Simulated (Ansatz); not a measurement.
**HfTaN2 (R-3m): check of PAW against all-electron LAPW, by script**

How well does PAW follow the all-electron answer for HfTaN2 (R-3m)? The task is a check of PAW against all-electron LAPW, for HfTaN2 (R-3m).

Program: Ansatz 0.2.0 through its Python package. The levels of theory stand in the script. These are calculated values, not measurements.

### Step 1. The system

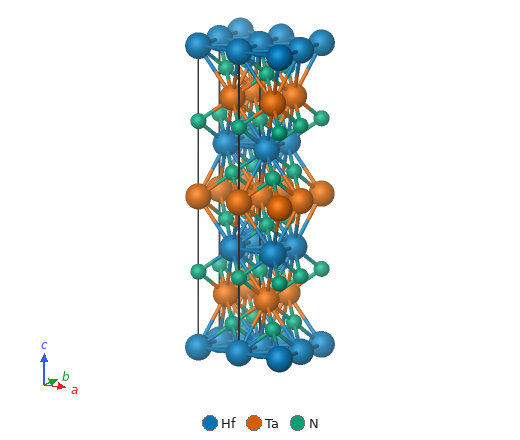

The structure that the script starts from, seen slightly off an axis (hafnium blue, tantalum orange, nitrogen teal). 2×2×1 cells are drawn. The cell is the conventional one. Atoms on cell faces are repeated.

No structure file is read: the coordinates are typed or built in the script.

### Step 2. The script

Input file run_paw_lapw.py:

```python
# -*- coding: utf-8 -*-
'''Checking the PAW result for HfTaN2 with LAPW.'''

import ansatz as az
import numpy as np
from pymatgen.core import Lattice, Structure
from pymatgen.io.ase import AseAtomsAdaptor


def count_gap(report):
    # lowest empty less highest filled band, counting bands; zero where they overlap
    return max(report.get('gap_by_band_count_ev') or 0.0, 0.0)


def main():
    pmg_structure = Structure(
        Lattice([(1.58632, 0.91586, 5.13439), (-1.58632, 0.91586, 5.13439), (0.0, -1.83172, 5.13439)]),
        ['Hf', 'Ta', 'N', 'N'],
        [
            (0.0, 0.0, 0.0),
            (0.5, 0.5, 0.5),
            (0.2503, 0.2503, 0.2503),
            (0.7497, 0.7497, 0.7497),
        ],
    )
    system = az.Crystal.from_ase(AseAtomsAdaptor.get_atoms(pmg_structure))

    base = (
        system.calculation()
        .functional('lda')
        .kpoints(9, 9, 9)
        .occupations(az.OccupationsMethod.FERMI_DIRAC, width=0.05)
        .scf(tolerance=1e-10)
        .stress()
        .forces()
        .band_table()
    )
    variants = {
        'PAW': base.pseudopotentials('paw'),
        'LAPW': base.pseudopotentials('all_electron', lapw=True),
    }
    # totals differ by the cores that each treatment holds, so compare what does not depend on them
    rows = []
    for label, variant in variants.items():
        data = variant.run(threads=1).report
        levels = np.array(data['eigenvalues_ev'][0]) - data['fermi_energy_ev']
        print(label, 'levels at the first k-point near E_F:', np.round(levels[np.abs(levels) < 5], 3))
        rows.append((label, data['n_electrons'], np.trace(data['stress_gpa']) / 3, float(np.abs(data['forces_ev_ang']).max()), count_gap(data)))
    print('     treatment  electrons in bands           P GPa  max force component eV/A  gap by band count eV')
    for row in rows:
        print(f'{str(row[0]):>14s}  {row[1]:18.1f}  {row[2]:14.3f}  {row[3]:24.4f}  {row[4]:20.3f}')


if __name__ == '__main__':
    main()
```

### Step 3. The input behind the calls

The engine receives this input (first run):

```yaml
crystal:
  lattice:
    - [1.58632, 0.91586, 5.13439]
    - [-1.58632, 0.91586, 5.13439]
    - [0.0, -1.83172, 5.13439]
  atoms:
    - { symbol: Hf, position: [0.0, 0.0, 0.0] }
    - { symbol: Ta, position: [0.5, 0.5, 0.5] }
    - { symbol: "N", position: [0.2503, 0.2503, 0.2503] }
    - { symbol: "N", position: [0.7497000000000001, 0.7497, 0.7497] }
kpoints:
  mp_grid:
    grid: [9, 9, 9]
hamiltonian:
  xc: lda
  pseudopotentials:
    kind: paw
scf:
  convergence:
    dr2_threshold: 1.0e-10
  occupations:
    method: fermi_dirac
    width: 0.05
output:
  forces: true
  stress: true
  eigenvalues: true
```

### Step 4. Launch

Launch:

```bash
python run_paw_lapw.py
```

What it wrote:

```text
DeckWarning: basis.ecutwfc = 420 eV, auto-derived from the records' recommended cutoffs: set by Hf (normal level)
PAW levels at the first k-point near E_F: [-3.28  -3.28  -3.23  -1.356 -1.356 -1.196  0.91   0.91   1.707  2.731]
LAPW levels at the first k-point near E_F: [-3.273 -3.273 -3.224 -1.359 -1.359 -1.199  0.906  0.906  1.707  2.732
  2.914  2.914  4.192]
     treatment  electrons in bands           P GPa  max force component eV/A  gap by band count eV
           PAW                49.0         -14.079                    0.2842                 0.000
          LAPW               103.0         -13.976                    0.2882                 0.000
```

(Warnings from the package without file and line.)

Run time: 2.6 min. Hardware: 1 thread of Arm Neoverse V2, shared host; peak memory 1.3 GiB.

### Step 5. Inputs of later runs

The engine's inputs for the other runs:

Run 2, against run 1:

```diff
@@ -17 +17,2 @@
-    kind: paw
+    kind: all_electron
+    lapw: {}
```

### Step 6. The runs side by side

From the records of these 2 runs:

| run | potentials | energy (eV/atom) | pressure (GPa) | SCF cycles | CPU time (s) |
| --- | --- | --- | --- | --- | --- |
| 1 | paw | -6478.3307 | -14.08 | 10 | 5.3 |
| 2 | all_electron | -209322.9404 | -13.98 | 17 | 150 |

Energies are free energies F = E - TS of the smeared occupations. Totals under unlike functionals or potentials can't be compared directly.

### Step 7. Results

```
              quantity     value
         runs compared         2
difference in pressure  0.10 GPa
```

In words: PAW gives -14.079 GPa and LAPW -13.976 GPa, 0.10 GPa apart. They took 5.3 and 147.2 s of processor time. What to keep in mind:
- No spin polarisation was allowed.
- The computed bands are complete only to about 2.1 eV above the Fermi level.
- The mesh is modest for a metal, so energies can be off by several to tens of meV an atom and pressures by half a GPa or more; differences at equal mesh fare better.
- At these settings the cell as given stands under about -14 GPa, so it isn't at this functional's equilibrium volume.
- The structure comes from a database of computed cells and needn't be a stable or known phase.
- Pressure is positive in compression; the treatments may keep other shells as core, so totals and counts of electrons can differ. Spin-orbit coupling is left out, though heavy elements are present.
